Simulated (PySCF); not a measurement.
**RuSOH: relaxation and vibrations of the doublet**

Where does doublet RuSOH go from a linear start, is the end point a minimum, and what are its modes, charges and moments?

Program: PySCF 2.14.0. Level of theory: PBE0, basis Ru def2-SVP with ECP28, S def2-SVP, O def2-SVP, H def2-SVP, scalar-relativistic core potentials, no spin–orbit coupling, density fitting. These are calculated values, not measurements.

## 1. The starting structure

4 atoms, charge 0, spin multiplicity 2.

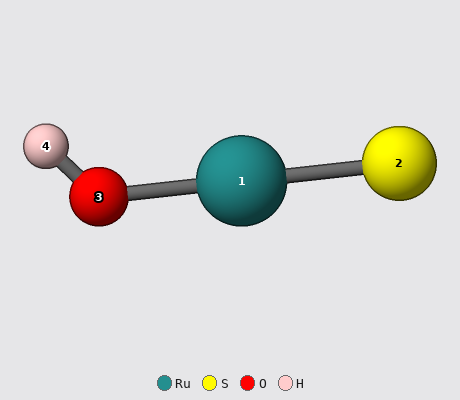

Start geometry, drawn with ruthenium teal, sulfur yellow, oxygen red, hydrogen pink; atoms are numbered from 1 in the order of the file.

Coordinates in bohr (charge 0 multiplicity 2):
```
Ru    0.0093    0.0000    0.4248
S     0.0093    0.0000   -3.5059
O     0.0093    0.0000    3.9775
H    -1.3804    0.0000    5.1436
```

## 2. Relaxation: linear start, doublet

The steps below are one call of a driver around PySCF. For each, scf.py gives the equivalent set-up of the SCF; relaxations use the driver's own optimiser. Before each start the driver seeks the lowest SCF state from one or more starting densities and follows internal instabilities, so scf.py alone need not reach the same state.

The program finds Cs symmetry in the start, which this walk keeps. The walk stops when the largest gradient is under 0.0003 Eh/bohr and the energy has settled too.

Input file scf.py:

```python
from pyscf import gto, scf, dft
mol = gto.M(atom='''
Ru     0.004912     0.000000     0.224781
S      0.004912     0.000000    -1.855219
O      0.004912     0.000000     2.104781
H     -0.730488     0.000000     2.721881''',
    basis={'Ru': 'def2-SVP', 'S': 'def2-SVP', 'O': 'def2-SVP', 'H': 'def2-SVP'},
    ecp={'Ru': 'def2-SVP'},
    charge=0, spin=1)
mf = dft.UKS(mol, xc='PBE0')
mf.grids.atom_grid = (50, 194)
aux = {'Ru': 'def2-universal-JKFIT', 'S': 'def2-universal-JKFIT', 'O': 'def2-universal-JKFIT', 'H': 'def2-universal-JKFIT'}
mf = mf.density_fit(auxbasis=aux)
mf.kernel()
```

The runs that follow: Vibrations and properties at this point.

Q: Predict the outcome of this session. Wanted: minimum; geometry; wavenumbers; dipole moment; highest occupied, lowest empty level; polar-tensor charge of Ru1; zero-point energy; atomisation energy; ⟨S²⟩.

The runs gave:

| quantity | value |
| --- | --- |
| minimum | doublet, Cs |
| geometry | O–H 0.965 Å, Ru–O 1.837 Å, Ru–S 2.040 Å; H–O–Ru 132.6°, O–Ru–S 144.4° |
| wavenumbers (cm⁻¹) | 64 (a'), 252 (a''), 536 (a'), 603 (a'), 701 (a'), 3892 (a') |
| dipole moment | 1.67 D |
| highest occupied, lowest empty level (either spin) | -6.49, -3.68 eV |
| polar-tensor charge of Ru1 | +1.05 e |
| zero-point energy | 36.2 kJ/mol |
| entropy at 298.15 K | 309.9 J/(mol K) |
| atomisation energy (no zero-point energy) | 1089 kJ/mol |
| ⟨S²⟩ | 1.308 |

What this shows: The linear start keeps its Cs symmetry and ends in a minimum. The determinant is spin-contaminated (⟨S²⟩ = 1.31 against 0.75), so it is no pure spin state. The strongest infrared band lies at 3892 cm⁻¹ (a'). Most of the spin sits on Ru1 (Mulliken spin 0.94, against 1 for the whole molecule). Other starts or spin states, not run here, may lie lower. The soft modes, below some 90 cm⁻¹, carry numerical noise of tens of cm⁻¹, and the entropy with them. Open d and f shells are described by one determinant, and the ground state may have another occupation or spin.
